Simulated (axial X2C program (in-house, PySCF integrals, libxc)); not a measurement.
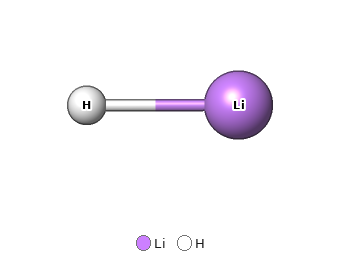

*The molecule at the reference distance of 1.597 Å.*

# Relativistic diatomic calculation, with input and output: LiH⁻

- system: LiH⁻. The reference is closed-shell LiH; the roots are the vertical energy changes on adding an electron to it, which gives states of LiH⁻. The distance is the PBE0 minimum at charge 0.
- method: EOM-EA-CCSD, two-component X2C with atomic mean-field Coulomb and Gaunt terms, Li dyall-acv3z, H dyall-av3z (cores contracted) (axial X2C program (in-house, PySCF integrals, libxc))

**Input**
```
{"zs": [3, 1], "q": -1, "bas": ["dyall-acv3z", "dyall-av3z"], "r0": 1.65, "eom": "ea", "thr": -2.0, "nmax": 92, "grid": [1, 0.96, 1.045, 0.92, 1.09, 1.15], "rq": 0}
```

The line is the task of a batch: nuclear charges, charge, bases, a first guess of the distance and further settings. This report covers the levels named above. The log is that of the reference distance 1.597 Å.

Hardware: 1 thread of Intel Xeon (Granite Rapids), 128 GiB of memory available, shared host.

Launched within a batch (the task file carries these settings):
```bash
python <driver script> task.json out
```

**The program's output**
```
two-component X2C + atomic mean field  HF
basis functions 77  fitting functions 330  grid points 4354
iter        total energy     max residual
   1         -7.986349866     2.70e-02
   2         -7.987743442     2.22e-03
   3         -7.987808806     5.07e-04
   4         -7.987816711     1.88e-04
   5         -7.987818073     2.48e-05
   6         -7.987818099     1.95e-06
   7         -7.987818099     2.99e-07
converged
one-electron -12.46913094  Coulomb 5.63418011  exact exchange -2.14680741  xc functional 0.00000000  nuclear repulsion 0.99407115  atomic mean-field constant -0.00013101
correlated 2  virtual 140  natural virtual 78  E(MP2) -0.028135235  MP2 remainder -0.000604337
iter   CCSD correlation   residual
   1     -0.033293551   6.93e-02
   2     -0.036025734   2.63e-02
   3     -0.036127090   5.66e-03
   4     -0.036151348   3.30e-03
   5     -0.036150930   1.37e-03
   6     -0.036149408   3.54e-04
   7     -0.036150468   1.44e-04
   8     -0.036151069   3.95e-05
   9     -0.036151091   1.32e-05
  10     -0.036151046   4.48e-06
  11     -0.036151005   1.45e-06
  12     -0.036150984   5.47e-07
  13     -0.036150980   2.30e-07
(T) 0.0  T1 0.0137  D1 0.0137  max T2 0.053
EOM-EA-CCSD roots
2*Omega      energy/Eh   energy/eV  one-particle weight
    1      -0.01052368     -0.2864      0.991
    1       0.00791157      0.2153      0.999
    1       0.01026644      0.2794      0.998
    1       0.01784194      0.4855      0.997
    1       0.02890432      0.7865      0.991
    3       0.00791158      0.2153      0.999
    3       0.02890446      0.7865      0.991
    3       0.08091518      2.2018      0.982
    3       0.15501489      4.2182      0.966
    5       0.15010148      4.0845      0.000
    5       0.15501518      4.2182      0.966
    7       0.20183563      5.4922      0.000
```

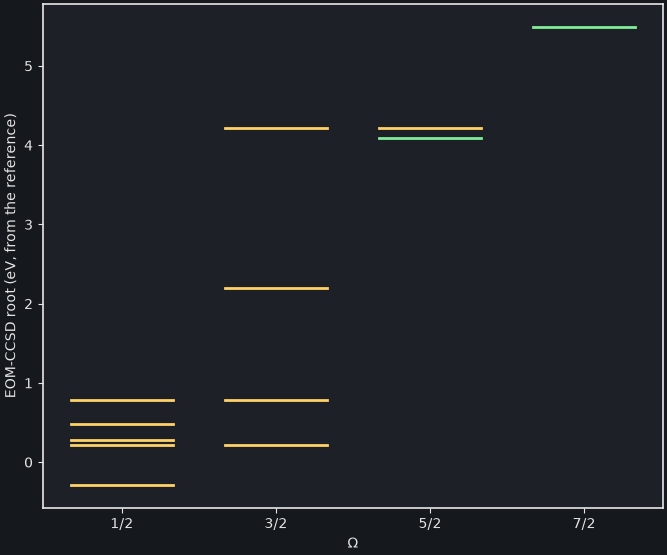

*EOM-CCSD roots by Ω at 1.60 Å; roots whose one-particle weight is under 0.8 have the second colour.*

The lowest has Ω = 1/2 and lies at −0.286 eV, with one-particle weight 0.99. 2 of the 12 roots are less well described at this level.

**Key numbers**

| quantity | value |
| --- | --- |
| outcome | converged |
| HF energy of the reference LiH | −7.98782 hartree |
| MP2 energy of the reference LiH | −8.01595 hartree |
| CCSD energy of the reference LiH (with the MP2 share of the virtual spinors left out of the coupled-cluster step) | −8.02457 hartree |
| CCSD(T) energy of the reference LiH | −8.02457 hartree |
| T1 diagnostic (spinor form; for a closed shell √2 times the usual value) | 0.014 |
| wall time | 0.69 s |
| peak memory | 0.32 GiB |
